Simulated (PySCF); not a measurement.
# C5H11FOSi: the cost of one run

Programs: PySCF 2.14.0, with routines of our own; each step states its level. All values are computed. Atoms count from 0.

## Step 1: The starting structure

19 atoms, charge 0, multiplicity 1; geometry from: GFN2-xTB.

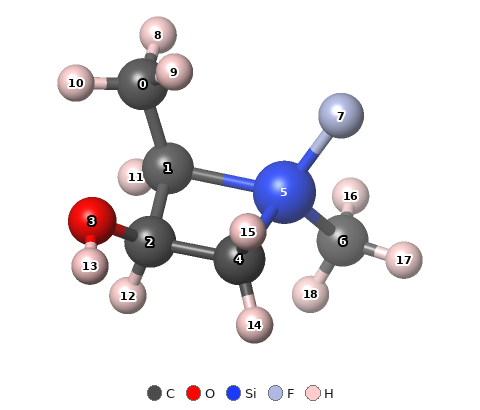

The starting geometry (carbon dark grey, oxygen red, silicon blue, fluorine light blue, hydrogen pink).

## Step 2: Circular dichroism and optical rotation: TDDFT PBE0/def2-SVPD

What the job is given:

```
{"job": {"kind": "ecd", "xc": "PBE0", "basis": "def2-SVPD", "nstates": 16}, "charge": 0, "multiplicity": 1}
C     -1.765294     0.191070     1.263033
C     -0.637784     0.660133     0.351410
C     -0.799923     0.181879    -1.118182
O     -2.111873    -0.211995    -1.417319
C      0.251110    -0.956472    -1.148258
Si     0.990218    -0.337662     0.492764
C      2.682284     0.499810     0.543907
F      0.987857    -1.460240     1.670476
H     -1.585421     0.526818     2.281540
H     -1.834289    -0.893240     1.262684
H     -2.715541     0.592355     0.918753
H     -0.579530     1.747627     0.406110
H     -0.486795     0.987067    -1.800887
H     -2.117536    -0.612490    -2.292510
H      0.853000    -0.978023    -2.053196
H     -0.240965    -1.922842    -1.048069
H      2.838588     0.995085     1.496875
H      3.468870    -0.238463     0.425230
H      2.793222     1.238836    -0.241823
```

Method: TDDFT PBE0/def2-SVPD circular dichroism and optical rotation, one conformer, gas phase.

The run is started by

```bash
OMP_NUM_THREADS=1 python excited_run.py task.json out
```

The driver reads the jobs from task.json and runs them one after another.

**Question.** How long does this job take on 1 thread of Arm Neoverse V2, shared host, and how much memory does it need?

About 1.7 min, with a peak of 1.1 GiB.
